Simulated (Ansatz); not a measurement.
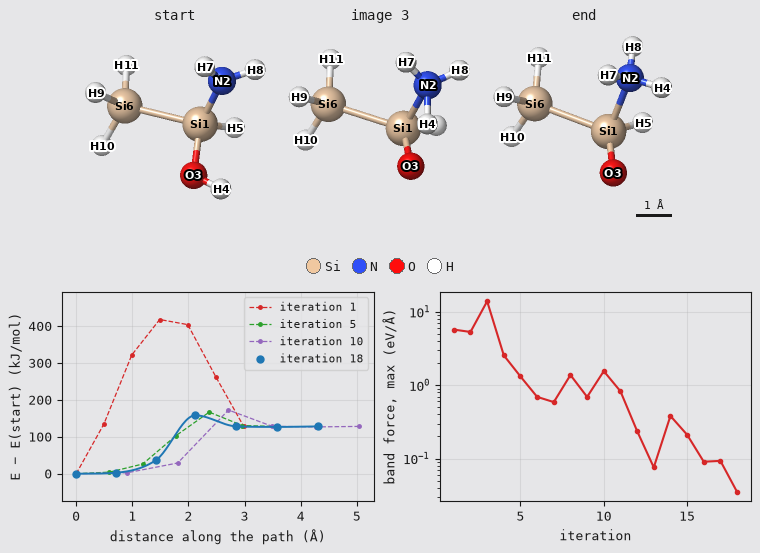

NEB run on Si$_{2}$NH$_{7}$O. Images are numbered from 0 (start) to 6 (end). The plot follows the band through its iterations. A ball-and-stick model, seen at a tilt.

The calculation used Ansatz 0.2.0, RKS PBE0-D4/def2-SVP. Set-up: 5 movable images; climbing image.

Did the band converge, and can the barrier be trusted?

Answer. The run is converged, with reservations. The band converged in 18 iterations. The largest component of the band force went from 5.7 to 0.035 eV/Å. The climbing image converged on the top of the path. Its curvatures weren't checked. The largest force component is 0.59 eV/Å at the start and 0.76 eV/Å at the end; an end with forces this large is no minimum, and the barrier measured from it can be far off. The first iteration put the highest image at 418.0 kJ/mol. The highest point, image 3, lies 158.3 kJ/mol above the start and 30.0 kJ/mol above the end; the end is at +128.2 kJ/mol relative to the start.
